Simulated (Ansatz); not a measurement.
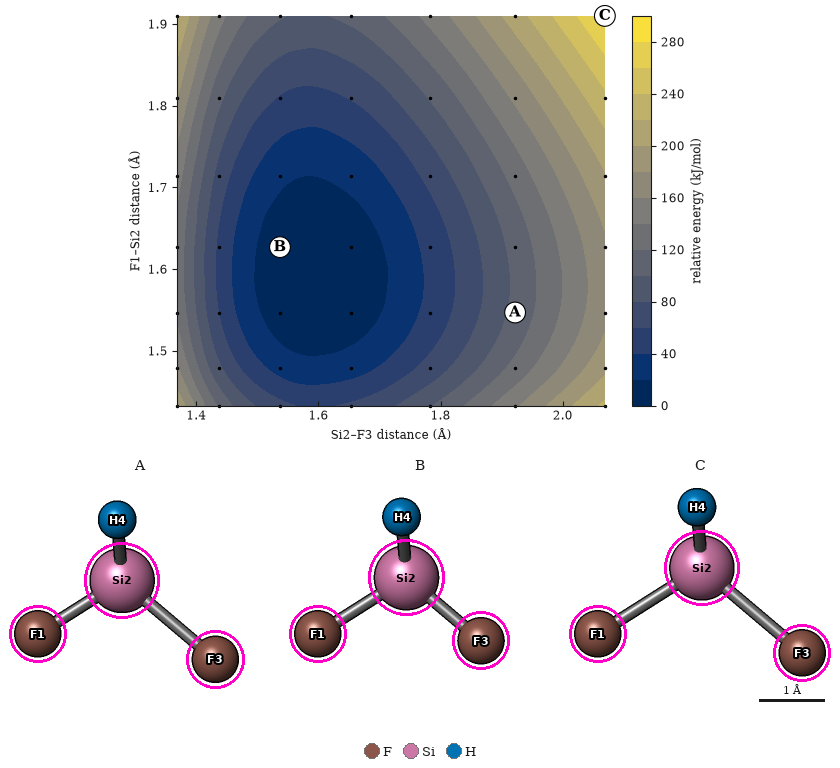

A scan of SiHF₂ (multiplicity 2): the Si2–F3 distance and the F1–Si2 distance are varied on a grid, with the rest of the molecule carried along rigidly. The map is interpolated between the computed points (dots). The lettered frames are marked on it. Style: ball-and-stick. Shown at a tilt. The ringed atoms are those of the scanned coordinates.

Single-point energies from Ansatz with CCSD(T) in the def2-TZVPP basis, on geometries moved rigidly from the minimum at PBE0-D4/def2-TZVP. Coupled cluster with a frozen core. Energies are counted from the PBE0-D4/def2-TZVP minimum geometry at the same level.

Question: Where is the lowest point of the map, and what else does it tell?

Answer: In pairs of (Si2–F3 distance (Å); F1–Si2 distance (Å)): the lowest computed point lies at (1.537, 1.627) (7.3 kJ/mol), the highest at (2.069, 1.910) (282.4 kJ/mol).  Over the ranges scanned the energy rises more along the first axis, the Si2–F3 distance. The frames lie at A (1.922, 1.547): 105.8 kJ/mol, B (1.537, 1.627): 7.3 kJ/mol, C (2.069, 1.910): 282.4 kJ/mol.
